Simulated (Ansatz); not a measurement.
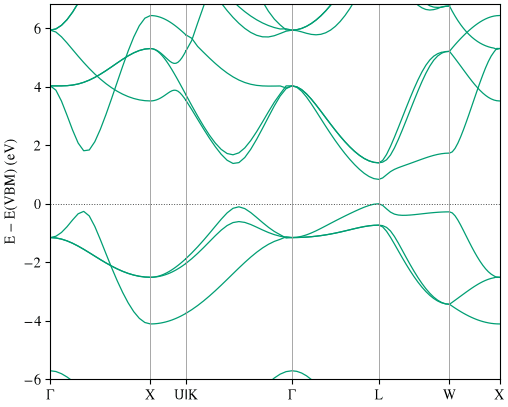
Band structure from PBE in the plane-wave PAW code Ansatz

Question: Read off the gap and where the band edges lie.

Answer: About 0.8 eV (0.83 eV by a search for the band edges); maximum at L, minimum at L.

Question: Which of these materials gives this?
(A) TePb, rock salt
(B) YN, rock salt
(C) GaAs, zinc blende
(D) BeTe, zinc blende

Answer: A, TePb, rock salt

Space group Fm-3m (rock salt). The cell was relaxed with PBE under the symmetry of its start. Scalar-relativistic: spin–orbit coupling is off unless named, which matters more the heavier the elements.

Potentials: the earlier of the program's two PAW sets.
